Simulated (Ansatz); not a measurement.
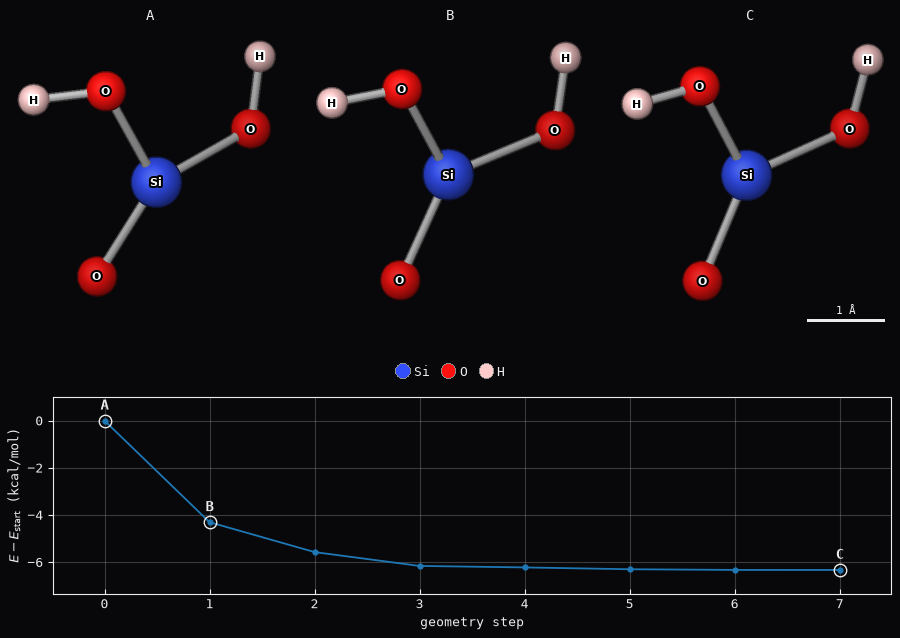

Frames of a relaxation of SiH2O3, marked on the history of the run. The picture is a ball-and-stick view, seen at a tilt.

It is one of the separated products of a reaction.

These are results of RKS PBE0-D4/def2-TZVP (Ansatz 0.2.0), not measurements.

Input file:
```yaml
crystal:
  periodic: [false, false, false]
  atoms:
    - {symbol: Si, position_ang: [-0.410415, -0.419791, -0.100809]}
    - {symbol: O, position_ang: [-0.863074, -1.299868, 1.060171]}
    - {symbol: O, position_ang: [-0.944477, 1.118437, -0.341514]}
    - {symbol: O, position_ang: [0.046746, -0.960609, -1.561764]}
    - {symbol: H, position_ang: [-1.630877, 1.386086, 0.273678]}
    - {symbol: H, position_ang: [-0.095113, -0.361570, -2.296518]}
basis:
  gaussian: {orbitals: def2-TZVP}
hamiltonian: {xc: pbe0, dispersion: d4}
relax: {f_tol: 0.005, max_steps: 200}
```

Run as
```bash
ansatz run in.yaml --threads 4 --pin off --events-out ev --progress --plain --max-ram 9574MiB
```

Question: What happens along the run?

Answer: The atom that moves furthest after the best rigid fit is Si1 (0.23 Å). By element the largest moves are Si 0.23 Å, H 0.18 Å, O 0.17 Å. Among the contacts that change: Si1–O3 1.646 → 1.621 Å, Si1–O2 1.526 → 1.509 Å, Si1–O4 1.624 → 1.610 Å. Among the angles between lasting bonds that change: O2–Si1–O3 123.7° → 127.1°. After 7 geometry steps the energy has fallen by 6.33 kcal/mol. The largest force component goes from 2.1 to 0.0021 eV/Å. The run took 9 s on 4 threads of Arm Neoverse V2, with other jobs on the host. From step 0 to 1: Si1 moves most (0.20 Å), energy −4.31 kcal/mol. From step 1 to 7: O3 moves most (0.13 Å), energy −2.02 kcal/mol.

| step | E − E(0), kcal/mol | largest force component, eV/Å |
| --- | --- | --- |
| 0 | 0.00 | 2.0772 |
| 1 | -4.31 | 1.4677 |
| 2 | -5.57 | 0.9171 |
| 3 | -6.16 | 0.2152 |
| 4 | -6.22 | 0.3132 |
| 5 | -6.30 | 0.0680 |
| 6 | -6.33 | 0.0300 |
| 7 | -6.33 | 0.0021 |
